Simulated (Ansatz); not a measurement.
# How Rh(111) screens a field, part 2 of 2

Wanted: the response of a Rh(111) slab to a perpendicular field.

Ansatz 0.2.0; plane-wave DFT, PBE, Ansatz PAW.

So far. Step 8 (Atoms held, field -0.2 V/Å): The dipole is -0.0838 e·Å.

### 9. Atoms held, field 0.4 V/Å

File input.yaml:

```yaml
crystal:
  lattice:
    - [2.6870057685, 0.0, 0.0]
    - [1.3435028843, 2.3270152556, 0.0]
    - [0.0, 0.0, 26.7757240917]
  atoms:
    - { symbol: Rh, position: [0.6666666667, 0.6666666667, 0.3361253638] }
    - { symbol: Rh, position: [0.0, 0.0, 0.4180626819] }
    - { symbol: Rh, position: [0.3333333333, 0.3333333333, 0.5] }
    - { symbol: Rh, position: [0.6666666667, 0.6666666667, 0.5819373181] }
    - { symbol: Rh, position: [0.0, 0.0, 0.6638746362] }
kpoints:
  mp_grid: { grid: [24, 24, 1] }
hamiltonian:
  xc: pbe
scf:
  occupations: { method: fermi_dirac, width: 0.1 }
  convergence: { dr2_threshold: 1.0e-10 }
efield:
  axis: 3
  dipole_correction: true
  ramp_position: 0.97
  ramp_width: 0.06
  amplitude: 0.4
output:
  forces: true
  write_potential: true
  write_density: true
  volumetric_format: npy
  elf: true
```

On the command line:

```console
ansatz run input.yaml --threads 4 --pin off --max-ram 6144MiB --backend cpu --events-out ev --progress --plain --runs-dir out
```

Numbers of over 12 decimals in the logs are rounded to 6 here.

The program printed:

```text
[...]
Crystal: 5 atoms, lattice volume = 167.421 Å³
Basis set: ecut = 420 eV, 3323 PW (Γ), exchange–correlation on 36×36×360 points (8 copies of the dense FFT grid, shifted against one another)
Bands: 51, of which v1, the nominal top of the filled ones, is band 43 counted from 1 (42 counted from 0)
Symmetry: 6 space group operations
k-points: 61 of 576 (time reversal used)
[...]
k-point 0: bands = [... 39 lower, 5.1222, 5.1222, 5.2556, 5.2556, 5.7094, 5.7094, 6.3085, 6.3085, ... 12 higher]
  k-point 1: bands = [... 39 lower, 5.0557, 5.0578, 5.2846, 5.3020, 5.7106, 5.7914, 5.9437, 6.2688, ... 12 higher]
  k-point 2: bands = [... 39 lower, 4.9325, 4.9447, 5.3048, 5.3116, 5.4763, 5.6867, 5.7150, 6.3132, ... 12 higher]
  k-point 60: bands = [... 39 lower, 5.1751, 6.0826, 6.0896, 6.3751, 6.4618, 6.4646, 13.0309, 13.0319, ... 12 higher]
[key lines of the parts left out:]
SCF converged after 14 iterations
Free energy (F): -32012.998121 eV
Fermi energy:    6.141053 eV
Dipole field:    D = 0.181141 V/Å  (p = 0.167596 e·Å, saw-weighted, corrected)
```

The job ended after 30 s (4 threads of Arm Neoverse V1, shared host; peak memory 0.74 GiB; 1.9 min of CPU time).

Running mean over 2.194 Å of the planar mean, with the applied field; the ramp of the sawtooth is left out. The electron's electrostatic potential energy less the Fermi level by z:

```csv
z (Å),electron's electrostatic potential energy less the Fermi level (eV)
4,3.86
5,4.25
6,4.57
7,3.97
8,-5.59
9,-12.7
10,-13.0
11,-13.2
12,-13.2
13,-13.2
14,-13.2
15,-13.2
16,-13.2
17,-13.0
18,-12.3
19,-2.35
20,4.92
21,5.78
22,6.21
23,6.61
```

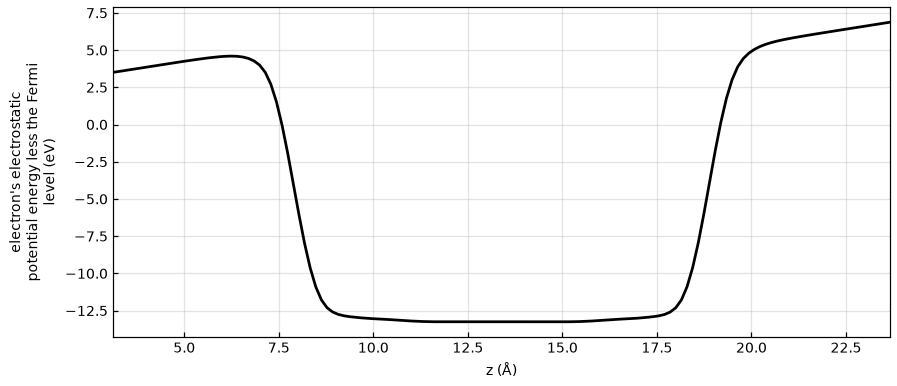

Electron's electrostatic potential energy less the Fermi level against z.

The dipole is 0.168 e·Å.

### 10. The response

This step: plane-wave DFT, PBE, Ansatz PAW; screening of a field by a metal slab (Ansatz 0.2.0).

The dipoles give the slope, and the difference of two potentials shows where the field is screened.

Numbers from this step:

```
equivalent conductor thickness p/(ε₀AE)      : 12.12 Å
distance between the outer atoms             : 8.776 Å
inner field over outer field                 : -0.001379
image plane, upper face                      : 1.668 Å
induced electrons on the upper face over ε₀E : -1.001
image plane, lower face                      : 1.668 Å
induced electrons on the lower face over ε₀E : 1.001
```

Dipole of the cell against applied field:

```csv
applied field (V/Å),dipole of the cell (e·Å)
-0.200,-0.0838
-0.100,-0.0419
-0.050,-0.0209
0.000,-5.1e-7
0.050,0.0209
0.100,0.0419
0.200,0.0838
0.400,0.168
```

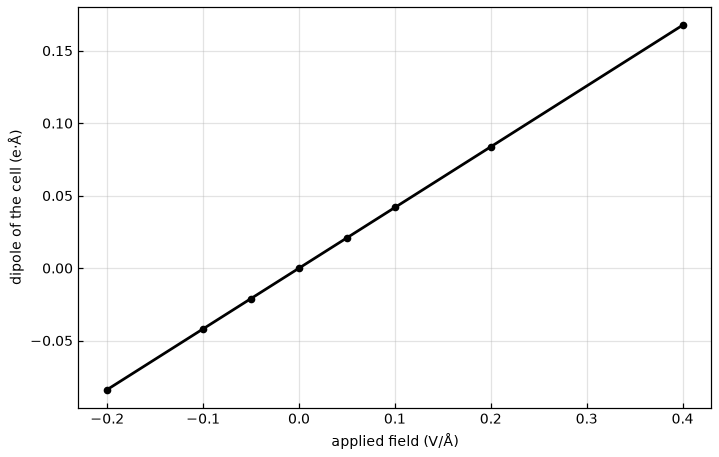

Dipole of the cell, plotted against applied field.

Local field over the applied field, running mean. From the potentials at -0.05 and 0.05 V/Å; running mean over 2.194 Å. Table of local field over applied field by z:

```csv
z (Å),local field over applied field
5,0.989
6,0.928
7,0.668
8,0.246
9,6.0e-4
10,-9.3e-4
11,0.00272
12,-0.00158
13,-0.00143
14,-0.00223
15,-0.00153
16,0.00423
17,-0.00155
18,0.0279
19,0.333
20,0.752
21,0.952
22,0.993
```

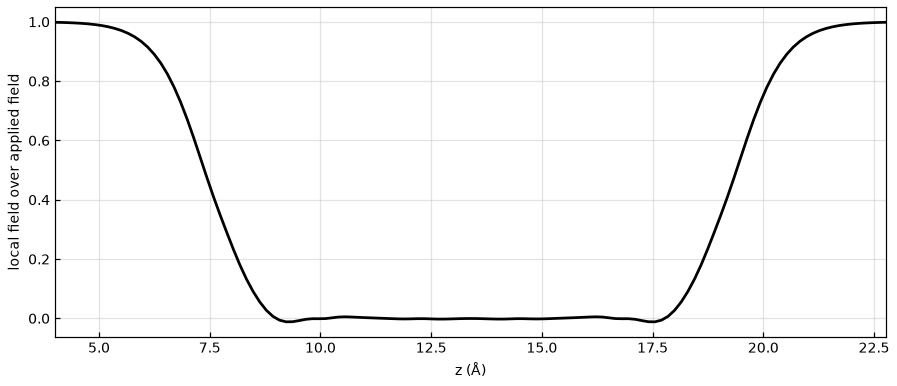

Local field over applied field against z.

The induced electron density oscillates, so the rows of the table below give means over windows of 1 Å about each position, cut where the curve ends. Its maxima inside the range that stand out by 2 % of the span (Å: e/Å³ per V/Å): 7.7: 0.00420, 8.9: 0.001, 9.7: 6.6e-5, 10.9: 5.2e-4, 11.6: 4.3e-4, 14.6: 1.2e-4, 15.6: 7.1e-4, 16.7: 1.1e-4, 17.4: 9.0e-4, 18.1: 0.00148. Its minima: 8.6: -0.00148, 9.4: -9.0e-4, 10.1: -1.1e-4, 11.2: -7.1e-4, 12.2: -1.2e-4, 15.2: -4.3e-4, 15.9: -5.2e-4, 17.1: -6.6e-5, 17.9: -0.001, 19.0: -0.00420.

Electrons, planar mean, per unit field. Table of induced electron density by z; means over each step:

```csv
z (Å),induced electron density (e/Å³ per V/Å)
5,7.3e-5
6,4.8e-4
7,0.00224
8,0.00305
9,-3.4e-4
10,-5.4e-5
11,2.5e-5
12,4.5e-5
13,2.9e-6
14,1.8e-5
15,-6.5e-5
16,-1.9e-5
17,2.0e-4
18,-6.7e-6
19,-0.00362
20,-0.00166
21,-3.2e-4
22,-4.7e-5
```

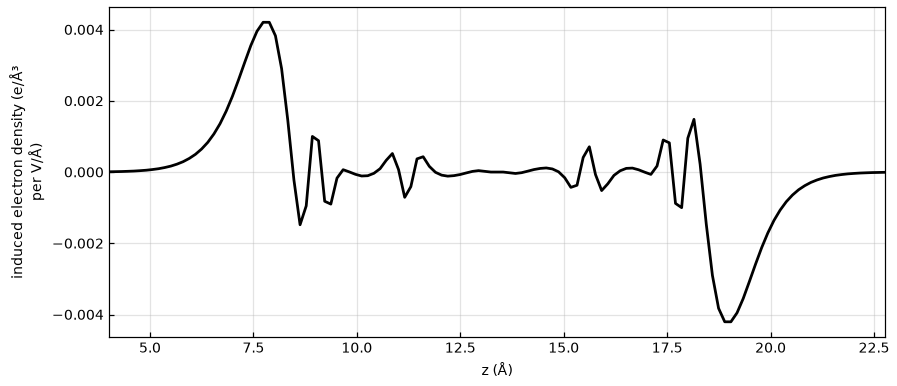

Induced electron density against z.

By hand: between -0.05 and 0.05 V/Å the dipole changes by 0.04187 e·Å, a slope of 0.4187 e·Å²/V. A perfect conductor of thickness t has p = ε₀AEt, so t = 180.95 × 0.4187 / 6.253 = 12.12 Å (e/ε₀ = 180.95 V·Å, A in Å²). Less the 8.78 Å between the outer atoms, and halved, that puts each image plane 1.67 Å out.

The induced dipole is that of a conductor 12.12 Å thick.

### 11. Varying the input: efield.amplitude = 0.02

This step: plane-wave DFT, PBE, Ansatz PAW (Ansatz 0.2.0).

A run with a changed input: it repeats the earlier run at 0.05 V/Å with efield.amplitude from 0.05 to 0.02.

Changes to input.yaml since step 9:

```diff
@@ -23,3 +23,3 @@
   ramp_width: 0.06
-  amplitude: 0.4
+  amplitude: 0.02
 output:
@@ -29,2 +29 @@
   volumetric_format: npy
-  elf: true
```

The program printed:

```text
[...]
Crystal: 5 atoms, lattice volume = 167.421 Å³
Basis set: ecut = 420 eV, 3323 PW (Γ), exchange–correlation on 36×36×360 points (8 copies of the dense FFT grid, shifted against one another)
Bands: 51, of which v1, the nominal top of the filled ones, is band 43 counted from 1 (42 counted from 0)
Symmetry: 6 space group operations
k-points: 61 of 576 (time reversal used)
[...]
SCF iter   1: F=—  HF=-32015.247233 eV  |F-HF|=—  |Δ(HF+E_count)|=         —  Δρ=7.00e-2  dr2=8.29e0  ethr=3.10e-3  p=0.008 e·Å  D=8.95e-3 V/Å  ΔV_dip=-0.24 eV  dr2_dipole=4.82e-4  V_vac-E_F(+/−)=5.93/5.68 eV  ⟨swp⟩=8.5  Hψ=30869  notcnv=0  defer=200
[...]
SCF iter  13: F=-32012.964697 eV  HF=-32012.964697 eV  |F-HF|=1.82e-10  |Δ(HF+E_count)|=  5.28e-10  Δρ=1.12e-7  dr2=2.22e-11  ethr=1.00e-12  p=0.008 e·Å  D=9.05e-3 V/Å  ΔV_dip=-0.24 eV  dr2_dipole=2.13e-13  V_vac-E_F(+/−)=5.29/5.04 eV  ⟨swp⟩=20.5  Hψ=25869  notcnv=0
SCF 1 converged in 13 iterations: F = -32012.964697 eV  dr2 = 2.22e-11
[...]
SCF converged after 13 iterations
Free energy (F): -32012.964697 eV
[...]
Internal energy: -32012.705842 eV  (E = F + TS)
E sigma→0 (E₀):  -32012.835269 eV
Entropy (-TS):   -0.258855 eV (-51.771 meV/atom)
Fermi energy:    6.149293 eV
Dipole field:    D = 0.009051 V/Å  (p = 0.008374 e·Å, saw-weighted, corrected)
Work function:   not extracted (applied field tilts the vacuum); planar V_es + V_field profile in the machine report
[...]
--- Forces (eV/Å), atoms counted from 1 ---
  atom   1  Rh     0.00000000    -0.00000000     0.05407095
  atom   2  Rh    -0.00000000     0.00000000    -0.23683509
  atom   3  Rh     0.00000000    -0.00000000     0.00045849
  atom   4  Rh     0.00000000    -0.00000000     0.23688694
  atom   5  Rh    -0.00000000     0.00000000    -0.05458150
  max |Σ_I F_I| component: 2.08e-7 eV/Å
--- Band table (eV; the first three rows and the last of 61) ---
  k-point 0: bands = [... 39 lower, 5.1304, 5.1304, 5.2639, 5.2639, 5.7177, 5.7177, 6.3168, 6.3168, ... 12 higher]
  k-point 1: bands = [... 39 lower, 5.0640, 5.0661, 5.2928, 5.3103, 5.7189, 5.8006, 5.9549, 6.2769, ... 12 higher]
  k-point 2: bands = [... 39 lower, 4.9408, 4.9530, 5.3131, 5.3202, 5.4883, 5.6929, 5.7233, 6.3215, ... 12 higher]
  k-point 60: bands = [... 39 lower, 5.1834, 6.0941, 6.0945, 6.3833, 6.4714, 6.4715, 13.0397, 13.0397, ... 12 higher]
```

Wall time 28 s (4 threads); peak memory 0.73 GiB; 1.8 min of CPU time.

Numbers from this step:

```yaml
energy_at_zero_smearing: -32012.8353 eV
dipole_along_the_normal: 0.008374 e·Å
```

Force by atom:

```csv
atom,x (eV/Å),y (eV/Å),z (eV/Å),size
Rh1,0.000,0.000,0.054,0.054
Rh2,0.000,0.000,-0.237,0.237
Rh3,0.000,0.000,0.000,0.000
Rh4,0.000,0.000,0.237,0.237
Rh5,0.000,0.000,-0.055,0.055
```

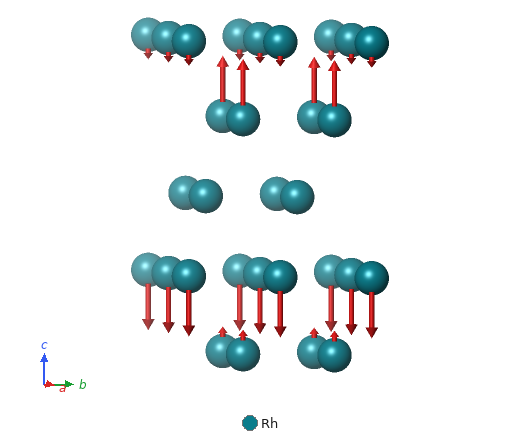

Force as arrows, the longest 0.237 eV/Å. 2×2×1 cells are drawn. Some periodic images of atoms are drawn too.

```csv
quantity,this run,earlier run,difference
dipole along the normal (e·Å),0.008374,0.02094,-0.013
```

The applied field differs, and the slope found earlier predicts a dipole of 0.00837 e·Å; this run gives 0.00837 e·Å, in line with it.

### 12. Results

- work function: 5.17 eV
- image plane, upper face: 1.67 Å
- induced electrons on the upper face over ε₀E: -1.00
- equivalent conductor thickness p/(ε₀AE): 12.1 Å
- inner field over outer field: -0.00138

What this shows: The induced charge has its centre 1.67 Å outside the outermost atoms; this is the plane from which a capacitor's gap or an image potential counts. The equivalent conductor thickness exceeds the distance between the outer atoms by 3.34 Å, about the sum of the two image-plane distances. In the middle of the slab the field is screened to under 0.5 % of its outer value. The atoms are held at bulk positions with the tabulated experimental lattice constant.

[Logs are printed without paths, hosts, clocks, repeated set-up lines and the standing remarks that a program may print on its own settings, such as how far it seeks lower states.]

[Hosts, paths, dates, database ids (printed as entryN), source tags and the programs' standing remarks are cut or masked in the printed files.]

[Maps of the electrostatic potential energy from Ansatz leave out the sawtooth potential of an applied field or a dipole correction, so their vacuum need not be flat; planar profiles and work functions include it.]
